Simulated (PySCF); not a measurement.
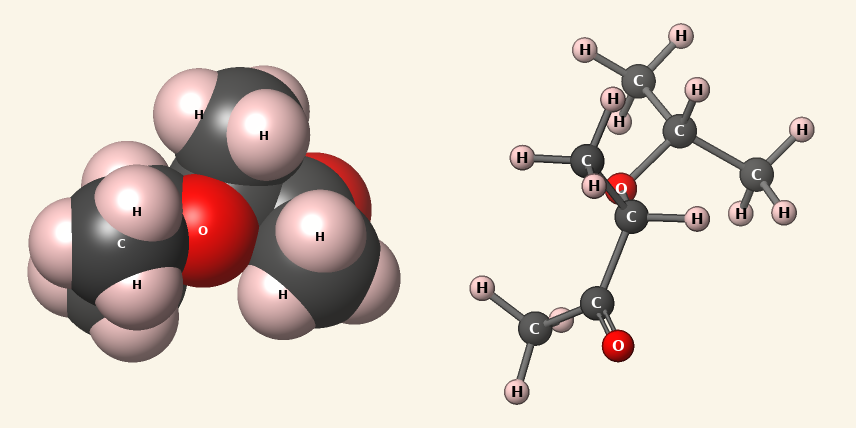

Two views of one molecule.

The geometry was computed by an optimisation with GFN2-xTB. No frequency run is at hand to confirm it as a minimum.

Description:

The molecule is C₇H₁₄O₂. Its SMILES string is `CC(=O)[C@H](C)OC(C)C`. It has no ring. Among its groups: ether, ketone. The point group is C1. Coordination: 6 C tetrahedral; 1 C trigonal planar; 1 O bent.

The parts below concern this one geometry. Atoms keep their numbers from picture to picture.

Geometry

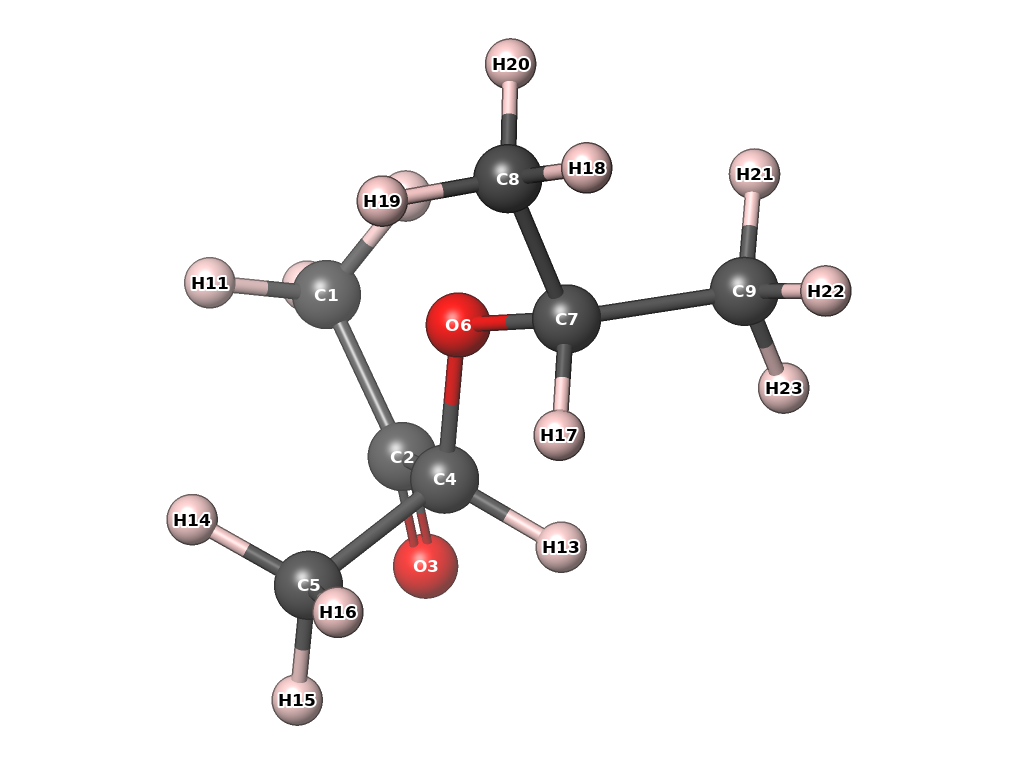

C2 lies behind C4. The molecule seen a little off the C4–C2 bond, C4 in front. Depth is shown by fading: the farther an atom, the more it takes the colour of the background. No frequency run is at hand to confirm it as a minimum.

**What is the torsion angle O6–C4–C2–O3? The sign is positive where the front bond must turn clockwise to cover the back bond.**

161°, antiperiplanar (anti).

NMR shielding

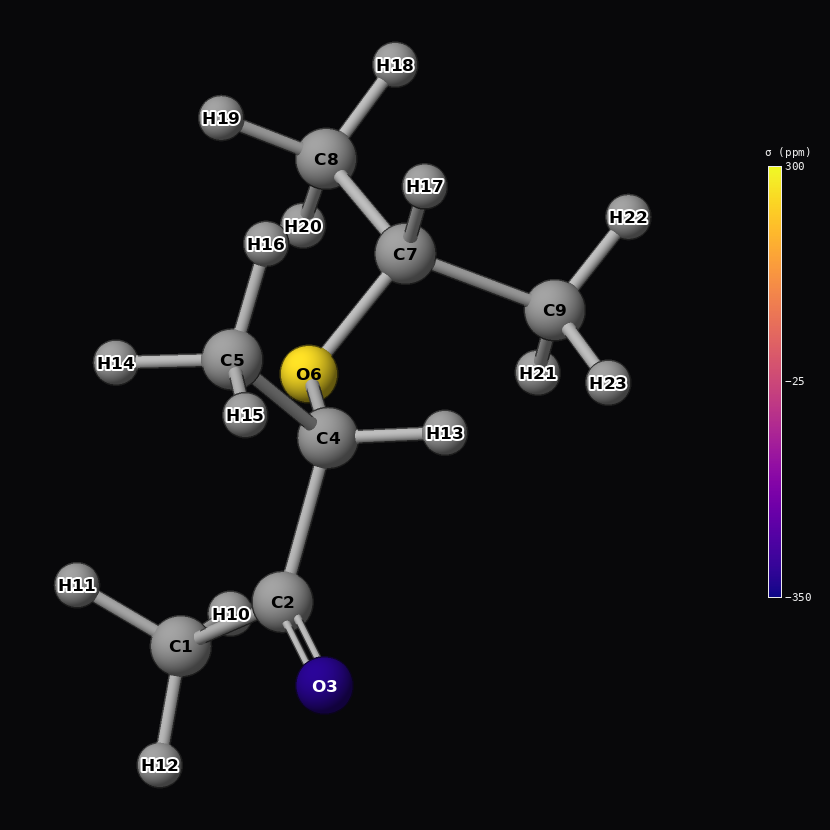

Atoms are coloured by their isotropic NMR shieldings (O only, the others grey). No frequency run is at hand to confirm it as a minimum. Properties computed with GIAO PBE0/pcSseg-1 NMR shielding, non-relativistic, gas phase (PySCF 2.14.0).

List the isotropic NMR shieldings of the O atoms.

```tsv
atom	σ (ppm)
O3	−319.2
O6	255.2
```

Quadrupole coupling

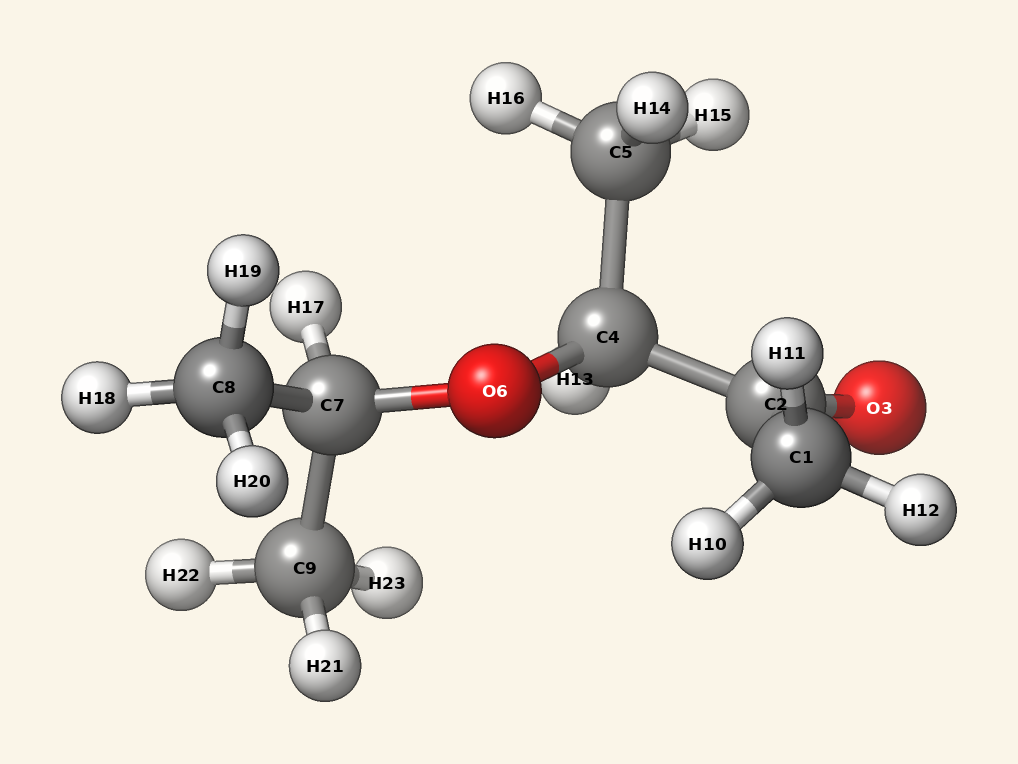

No frequency run is at hand to confirm it as a minimum. Electric field gradients from the ground-state density, PBE0/pcSseg-1 (PySCF 2.14.0), non-relativistic apart from any core potentials.

Give the largest field-gradient component, the quadrupole coupling constant and the asymmetry for 17O at O3 (Q = −25.6 mb), 17O at O6 (Q = −25.6 mb), 2H at H10 (Q = 2.86 mb), 2H at H11 (Q = 2.86 mb).

| atom | V_zz (a.u.) | e²qQ/h (MHz) | η |
| --- | --- | --- | --- |
| O3 | −1.975 | 11.88 | 0.47 |
| O6 | 1.991 | −11.98 | 0.99 |
| H10 | 0.313 | 0.210 | 0.03 |
| H11 | 0.315 | 0.212 | 0.04 |

Electronic properties

No frequency run is at hand to confirm it as a minimum. Method: PBE0/pcSseg-1, gas phase (PySCF 2.14.0).

Computed properties:

- dipole moment: 2.99 D
- HOMO energy (Kohn–Sham orbital): −6.95 eV
- LUMO energy (Kohn–Sham orbital): −0.31 eV
- HOMO–LUMO gap: 6.64 eV
